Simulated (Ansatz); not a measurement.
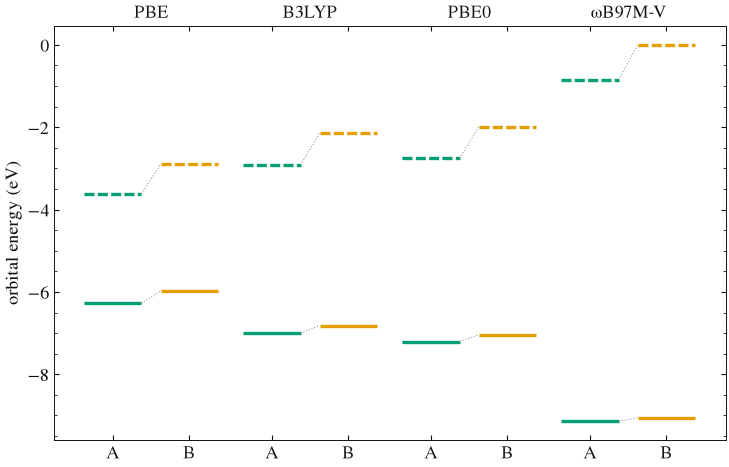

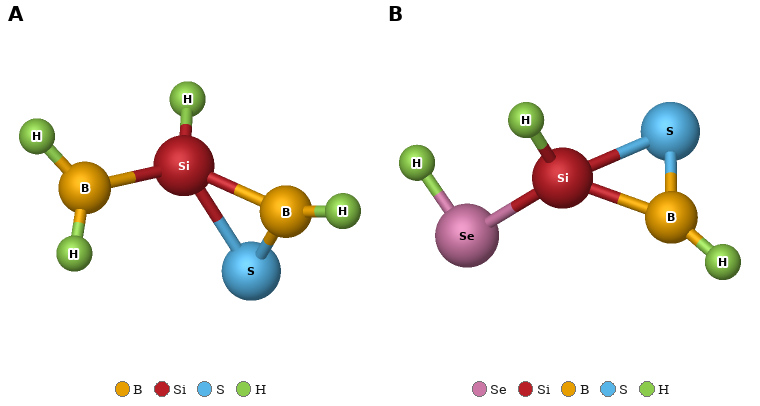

One change: A, B₂SiH₄S (SMILES B[Si@H]1BS1), becomes B, BSiH₃SeS (SMILES [SeH][Si@H]1BS1). BH₂ on Si is replaced by SeH. HOMO (solid) and LUMO (dashed) computed in def2-TZVPP at PBE0-D4/def2-TZVP geometries, both minima by their frequencies, gas phase, the Ansatz code. Empty levels above zero depend strongly on the basis.

What does the change do to HOMO and LUMO?

Answer. PBE: the HOMO rises by 0.31 eV, the LUMO rises by 0.71 eV, and the separation goes from 2.67 to 3.07 eV. B3LYP: the HOMO rises by 0.18 eV, the LUMO rises by 0.77 eV, and the separation goes from 4.08 to 4.67 eV. PBE0: the HOMO rises by 0.16 eV, the LUMO rises by 0.76 eV, and the separation goes from 4.45 to 5.04 eV. ωB97M-V: the HOMO rises by 0.07 eV, the LUMO rises by 0.85 eV, and the separation goes from 8.29 to 9.07 eV.

Do the functionals agree on the effect?

Answer. They agree on the direction for both levels; the HOMO shift lies between 0.07 and 0.31 eV and the LUMO shift between 0.71 and 0.85 eV, while the separations themselves differ by up to 6.0 eV between functionals.
